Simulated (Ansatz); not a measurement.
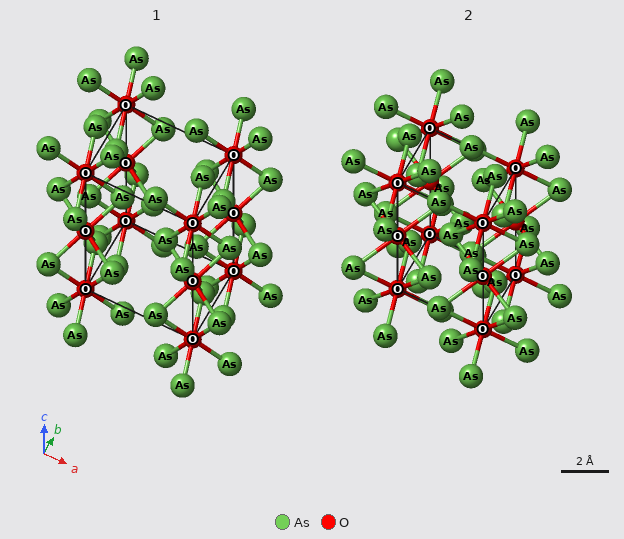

Two geometries of solid As3O (a generated structure, set up in P6_3/mcm) (coarse preliminary run), drawn at one scale. One is the start of a relaxation, the other its converged end. The picture is a ball-and-stick view of the cell of the calculation, seen from a free direction.

Computed with Ansatz, DFT PBE, scalar-relativistic, plane waves, PAW. Settings: plane-wave cutoff 420 eV; k-point mesh 3 × 3 × 4; occupations gaussian; smearing width 0.1 eV; no spin polarisation; cell and atoms relaxed; force threshold 0.04 eV/Å; at most 70 steps.

### Which of the two is the end point?

Structure 2 is the relaxed one. Over 7 accepted moves (8 points after the start) the energy falls by 792 meV per atom. The largest force component goes from 0.93 to 0.0012 eV/Å. The pressure goes from 2.20 to −0.13 GPa. The SCF was repeated once at an unchanged geometry on a basis and grid sized afresh for the cell, which shifted the energy by 2.1 meV per atom at most. The largest moves relative to the cell, 0.65 Å, are those of As atoms. O stays in place. Cell: a = b 6.619 → 5.286 Å (−20.1 %), c 5.669 → 5.192 Å (−8.4 %). Volume −41.6 %. Near-neighbour distances that change, for instance: As–As 4.378 → 2.888 Å, As–As 4.358 → 2.924 Å, As–As 2.866 → 3.413 Å, As–O 2.179 → 2.360 Å. The space group stays P6_3/mcm (No. 193). The run took 44 s on 1 thread of AMD EPYC 7B13 (Zen 3), on a shared host, peak memory 0.55 GiB.
